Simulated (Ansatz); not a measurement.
The calculation's input:

```
crystal:
  lattice:
    - [2.5710000198, 0.0, 0.0]
    - [-1.2855000099, 2.2265513302, 0.0]
    - [0.0, 0.0, 19.4601839699]
  atoms:
    - { symbol: Be, position: [0.6666666667, 0.3333333333, 0.8292430866] }
    - { symbol: Be, position: [0.0, 0.0, 0.618963013] }
    - { symbol: Be, position: [0.3333333333, 0.6666666667, 0.1707569134] }
    - { symbol: Be, position: [0.0, 0.0, 0.381036987] }
    - { symbol: H, position: [0.0, 0.0, 0.0189212542] }
    - { symbol: H, position: [0.0, 0.0, 0.9810787458] }
    - { symbol: H, position: [0.6666666667, 0.3333333333, 0.6598745738] }
    - { symbol: H, position: [0.3333333333, 0.6666666667, 0.5780238838] }
    - { symbol: H, position: [0.3333333333, 0.6666666667, 0.3401254262] }
    - { symbol: H, position: [0.6666666667, 0.3333333333, 0.4219761162] }
    - { symbol: O, position: [0.3333333333, 0.6666666667, 0.8292349913] }
    - { symbol: O, position: [0.6666666667, 0.3333333333, 0.1707650087] }
basis:
  ecutwfc: 420
kpoints:
  mp_grid: { grid: [12, 12, 2] }
hamiltonian:
  xc: pbe
scf:
  occupations: { method: gaussian, width: 0.02 }
output:
  forces: true
  stress: true
  eigenvalues: true
  write_density: true
  write_potential: true
  elf: true
  volumetric_format: npy
relax:
  adjacent_minimum: "off"
  f_tol: 0.01
  max_steps: 30
  cell: { stress_tol: 0.1, fix: [volume] }
```

Command:

```sh
ansatz run input.yaml --threads 1 --pin off --max-ram 2560MiB --backend cpu --events-out ev --progress --plain --runs-dir out
```

Below, planes, directions and counts refer to the conventional cell (a = 2.60 Å, b = 2.60 Å, c = 19.06 Å, α = 90.00°, β = 90.00°, γ = 120.00°).

The fields are those of the run's last geometry, not of the input's.

Space group P-3m1; a generated structure, not necessarily the stable one; changed on purpose from its base cell (volume × 0.91, shape and atoms relaxed).

Computed with DFT PBE, scalar-relativistic, plane waves, PAW (Ansatz 0.2.0).

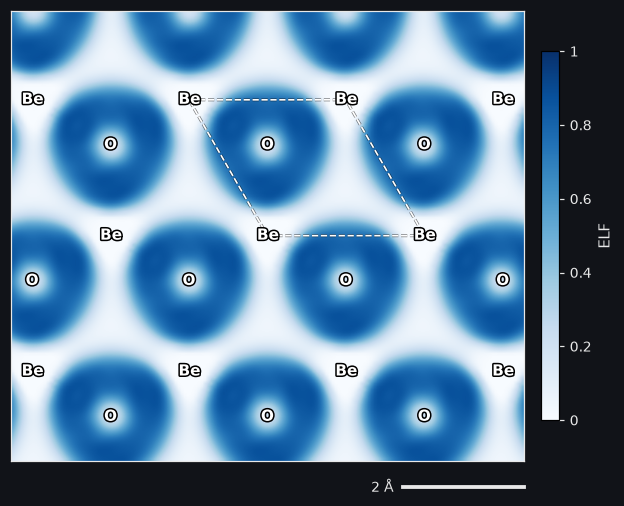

Be$_{2}$H$_{3}$O. ELF on the (001) plane of the conventional cell.

Core electrons are frozen (PAW), and the valence fields are smoothed inside the atomic spheres.

Question: Describe what can be read from this map.

Answer:
- The plane passes through Be and O nuclei.
- Be–O (1.50 Å): the ELF peaks at about 0.85 between the atoms, as expected for a shared but strongly polarised pair.
